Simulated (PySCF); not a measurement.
**OH: doublet, from a linear start**

The task is one start of a wider search on OH: the doublet, from a linear start. It is relaxed, tested by its Hessian and followed downhill if it is a saddle.

Method: PBE0, basis O def2-TZVPD, H def2-TZVPD, no relativity, density fitting; program: PySCF 2.14.0.

### Step 1. Where the work starts

2 atoms, charge 0, spin multiplicity 2.

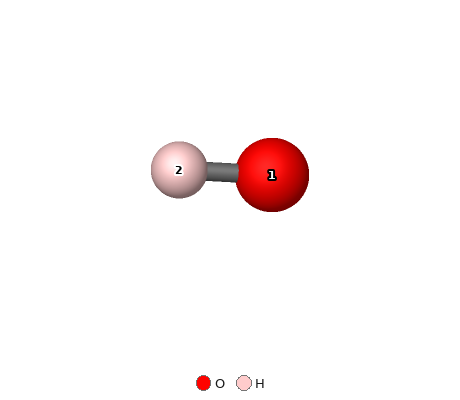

The starting geometry (oxygen red, hydrogen pink); atoms are numbered from 1 in the order of the file.

Z-matrix (Å, degrees; charge 0 multiplicity 2):
```
O
H  1 0.9970
```

### Step 2. First SCF at the start

One driver script runs all steps and calls PySCF; scf.py shows how it sets up the SCF of each step. The optimiser is the driver's own. After this first run the driver tries any further starts and a stability analysis.

scf.py

```python
from pyscf import gto, scf, dft
mol = gto.M(atom='''
O      0.000000     0.000000     0.000000
H      0.000000     0.000000     0.997000''',
    basis={'O': 'def2-TZVPD', 'H': 'def2-TZVPD'},
    charge=0, spin=1)
mf = dft.UKS(mol, xc='PBE0')
mf.grids.atom_grid = (50, 194)
aux = {'O': 'def2-universal-JKFIT', 'H': 'def2-universal-JKFIT'}
mf = mf.density_fit(auxbasis=aux)
mf.conv_tol = 1e-08
mf.diis_space = 10
mf.max_cycle = 60
mf.init_guess = 'minao'
mf.verbose = 4
mf.kernel()
```

Command:

```sh
$ OMP_NUM_THREADS=1 python axn.py task.json out
```

Log:

```text
init E= -75.5368545466779
[... the frontier-level lines of each cycle are left out ...]
cycle= 1 E= -75.6660591976889  delta_E= -0.129  |g|= 0.226  |ddm|= 0.607
cycle= 2 E= -75.6642466753386  delta_E= 0.00181  |g|= 0.248  |ddm|= 0.248
cycle= 3 E= -75.6868450263933  delta_E= -0.0226  |g|= 0.0272  |ddm|= 0.131
cycle= 4 E= -75.6871145866785  delta_E= -0.00027  |g|= 0.00542  |ddm|= 0.0135
cycle= 5 E= -75.6871298960558  delta_E= -1.53e-05  |g|= 0.000994  |ddm|= 0.0037
cycle= 6 E= -75.6871311920148  delta_E= -1.3e-06  |g|= 0.000283  |ddm|= 0.00132
cycle= 7 E= -75.6871313185807  delta_E= -1.27e-07  |g|= 4.17e-05  |ddm|= 0.000505
cycle= 8 E= -75.6871313214691  delta_E= -2.89e-09  |g|= 8.39e-06  |ddm|= 8.39e-05
Extra cycle  E= -75.6871313216575  delta_E= -1.88e-10  |g|= 6.04e-06  |ddm|= 1.54e-05
converged SCF energy = -75.6871313216575  <S^2> = 0.75292815  2S+1 = 2.002926
```

This step, with its further starts and checks, ran for 0.9 s (1 thread of AMD EPYC 7R13 (Zen 3), shared host).

No lower solution of this spin turned up in the test of internal stability.

### Step 3. Linear start, doublet: relaxation

The program finds C∞v symmetry in the start, which this walk keeps. Threshold on the gradient: 0.0003 Eh/bohr, with a further test on the energy change.

Changes to scf.py since step 2:

```diff
@@ -3,2 +3,2 @@
-O      0.000000     0.000000     0.000000
-H      0.000000     0.000000     0.997000''',
+O      0.000000     0.000000    -0.059096
+H     -0.000000    -0.000000     0.937904''',
@@ -14 +13,0 @@
-mf.init_guess = 'minao'
```

Energy and gradient, step by step:

```csv
step,energy (Eh),change (kJ/mol),largest symmetric gradient (Eh/bohr)
0,-75.687131,0.00,0.02096
1,-75.687598,-1.22,0.00417
2,-75.687615,-1.27,0.00034
3,-75.687615,-1.27,0.00000
```

The walk took 1.2 s.

After 3 steps and 1.3 kJ/mol it ends at C∞v: O–H 0.973 Å.

### Step 4. Frequencies

The point is checked on the finer grid, and tightened if its gradient asks for it. The Hessian and the dipole derivatives come from central differences of analytic gradients, with steps of 0.02 bohr.

Changes to scf.py since step 3:

```diff
@@ -3,2 +3,2 @@
-O      0.000000     0.000000    -0.059096
-H     -0.000000    -0.000000     0.937904''',
+O      0.000000     0.000000    -0.057688
+H      0.000000    -0.000000     0.915551''',
@@ -8 +8 @@
-mf.grids.atom_grid = (50, 194)
+mf.grids.atom_grid = (75, 302)
@@ -11 +11 @@
-mf.conv_tol = 1e-08
+mf.conv_tol = 1e-10
```

This SCF starts from the last density.

Log of the central SCF (cycles and frontier levels):

```text
init E= -75.6876144776804
[... the frontier-level lines of each cycle are left out ...]
cycle= 1 E= -75.687614477673  delta_E= 7.42e-12  |g|= 1.22e-05  |ddm|= 1.06e-05
cycle= 2 E= -75.6876144776575  delta_E= 1.54e-11  |g|= 1.48e-05  |ddm|= 1.27e-05
cycle= 3 E= -75.6876144777367  delta_E= -7.92e-11  |g|= 1.31e-06  |ddm|= 6.89e-06
Extra cycle  E= -75.6876144777456  delta_E= -8.94e-12  |g|= 1.31e-06  |ddm|= 3.28e-06
converged SCF energy = -75.6876144777456  <S^2> = 0.75283457  2S+1 = 2.0028326
```

The whole step took 4.9 s.

Geometry: C∞v; O–H 0.973 Å.

Modes, for the most abundant isotopes:

```json
{"ω (cm⁻¹)": "3754", "IR (km/mol)": "14.3", "μ (u)": "1.07"}
```

Every mode is real; the point is a minimum.

Here the density breaks the symmetry of the frame, and no labels are given; pairs that should be degenerate can split.

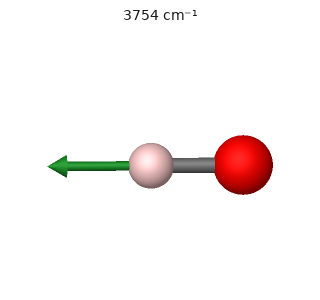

How the atoms move in 1 of the modes.

Constants and moments:

```
Dipole moment                                                   : 1.65 D
Highest occupied level                                          : -9.22 eV
Lowest empty level                                              : -4.30 eV
Rotational constants                                            : 18.77 cm⁻¹
Zero-point energy                                               : 22.5 kJ/mol
Principal polarisabilities                                      : 6.2, 7.7, 8.6 bohr³
Atomisation energy without zero-point energy                    : 439 kJ/mol
Principal traceless quadrupole moments about the centre of mass : -1.89, 0.16, 1.74 D Å
Entropy at 298.15 K and 1 bar (electronic part: spin only)      : 178.2 J/(mol K)
Heat capacity Cp at 298.15 K                                    : 29.1 J/(mol K)
Enthalpy at 298.15 K above 0 K                                  : 8.68 kJ/mol
Rotational symmetry number                                      : 1
Spin squared ⟨S²⟩                                               : 0.753
```

Populations by atom (charges in e):

| atom | Mulliken | Löwdin | polar tensor | spin (Mulliken) | Mayer order to O1 |
| --- | --- | --- | --- | --- | --- |
| O1 | -0.31 | -0.01 | -0.27 | 1.03 | – |
| H2 | 0.31 | 0.01 | 0.27 | -0.03 | 0.92 |

Outer orbital energies (eV). α occupied: -524.74, -28.68, -13.60, -12.11, -9.96; empty: 0.28, 2.27, 2.45, 2.52. β occupied: -524.01, -26.53, -12.86, -9.22; empty: -4.30, 0.43, 2.48, 2.59.

Mulliken populations on O1: s 3.91, p 4.38, d 0.02, f 0.00.

### Step 5. Fields at the lowest minimum

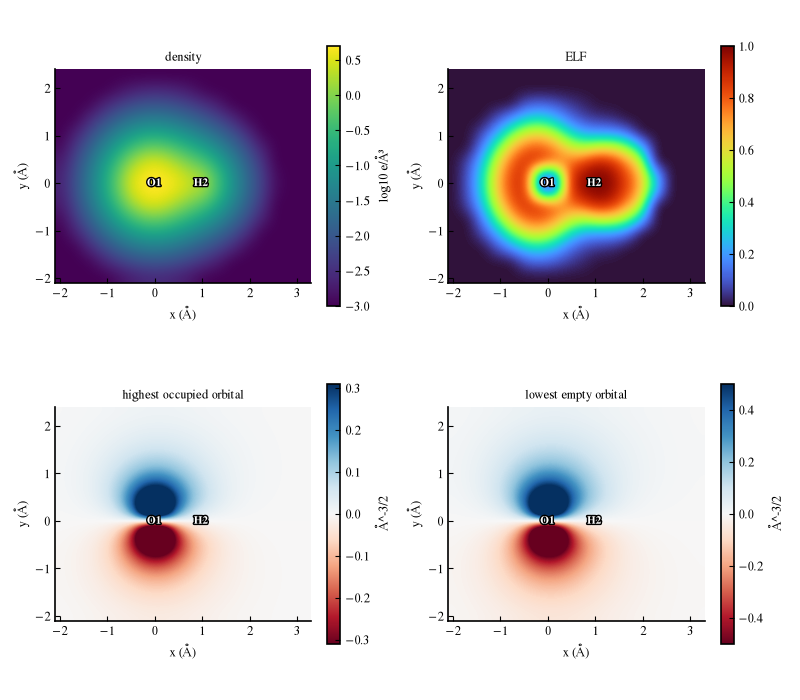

The plane holds O1 at (0.00, 0.00), H2 at (0.97, 0.00) Å. ELF is set to 0 where the density is under 0.005 e/Å³; an orbital's overall sign is arbitrary.

Along O1–H2 (0.973 Å) the density is least, 2.40 e/Å³, about 0.78 Å from O1; ELF there is 0.98.

Making the fields took under 0.5 s.

### Step 6. Summary of results

```
                                          quantity            value
                                           minimum     doublet, C∞v
                                          geometry      O–H 0.973 Å
                                wavenumbers (cm⁻¹)             3754
                                     dipole moment           1.65 D
highest occupied, lowest empty level (either spin)  -9.22, -4.30 eV
                         polar-tensor charge of O1          -0.27 e
                                 zero-point energy      22.5 kJ/mol
                               entropy at 298.15 K  178.2 J/(mol K)
         atomisation energy (no zero-point energy)       439 kJ/mol
                                              ⟨S²⟩            0.753
```

In words: The molecule stays C∞v, as typed, and the end point is a minimum. In the infrared the band at 3754 cm⁻¹ (stretch) leads. Most of the spin sits on O1 (Mulliken spin 1.03, against 1 for the whole molecule). The density between O1 and H2 is high and ELF large, as in a shared bond. Only this shape and spin were tried, so other structures or states may lie lower. The SCF density has lower symmetry than the nuclear frame.

The search up to here ran for 7.1 s (1 thread of AMD EPYC 7R13 (Zen 3), shared host).
